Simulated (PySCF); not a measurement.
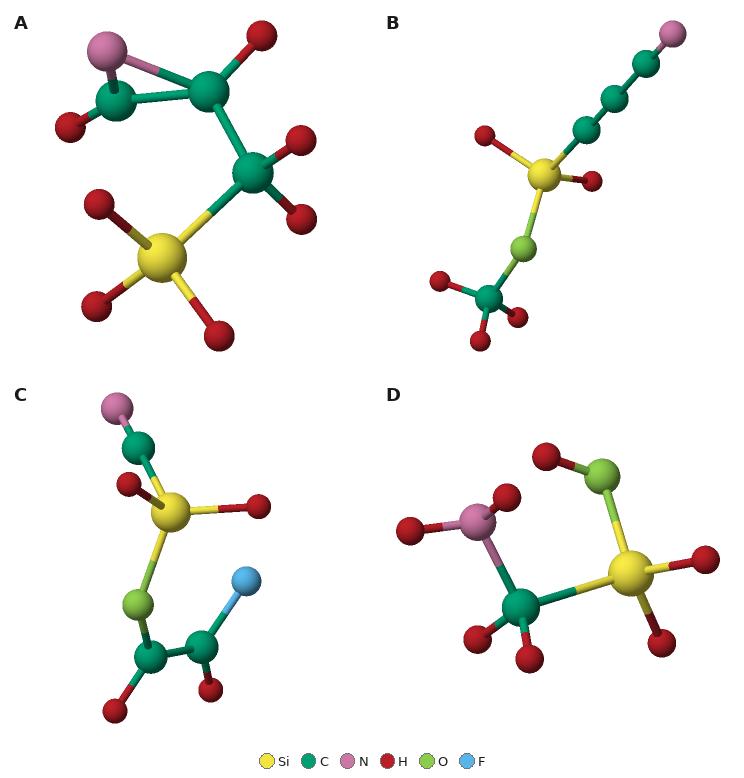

Source: calculation with PySCF.

```xyz
11
charge 0, multiplicity 1
N    -1.0954    0.8759   -0.0239
C    -0.6881   -0.5299   -0.0837
Si    1.2126   -0.5235   -0.0250
O     1.5920    0.8581   -0.8702
H    -1.0532    1.2256    0.9319
H    -2.0561    1.0034   -0.3351
H    -1.1649   -1.1928    0.6646
H    -0.9684   -0.9265   -1.0741
H     1.8027   -1.7329   -0.6688
H     1.6909   -0.4634    1.3942
H     0.7662    1.3802   -0.8862
```

Which picture belongs to the input above?

Answer. D. The file holds CH7NOSi, `NC[SiH2]O`.
